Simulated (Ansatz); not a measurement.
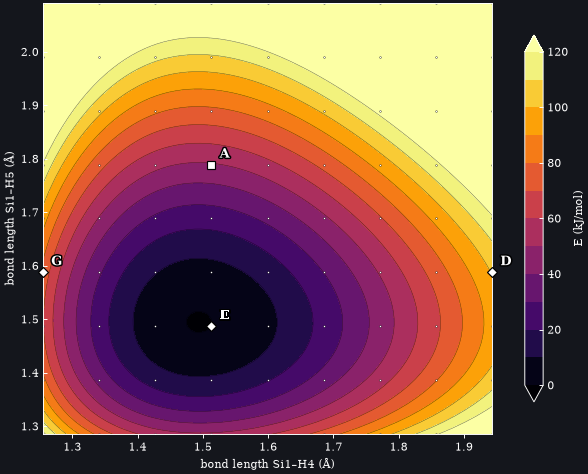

H₃SiZn, SMILES [SiH3][Zn], spin multiplicity 2. 
- First axis: bond length Si1–H4. Second axis: bond length Si1–H5.
- Nothing is relaxed (all other coordinates rigid).
- The scan uses a 9 × 9 grid.
- Points are written as (first, second).
- All energies are given in kJ/mol relative to the lowest grid point.
- Level of theory: Ansatz 0.2.0, UKS r2SCAN0-D4/def2-SVP.

In the figure: filled contours, dots at the grid points, one colour for all values above the top of the scale, lettered points. Between grid points the surface is interpolated.

Question: Is A the lowest point of the computed grid?

Answer: No. A lies 49 kJ/mol above the lowest grid point, which is at (1.513 Å, 1.487 Å).

Question: Rank the lettered points by energy, lowest first.

Answer: E (0 kJ/mol), A (49 kJ/mol), G (77 kJ/mol), D (101 kJ/mol).
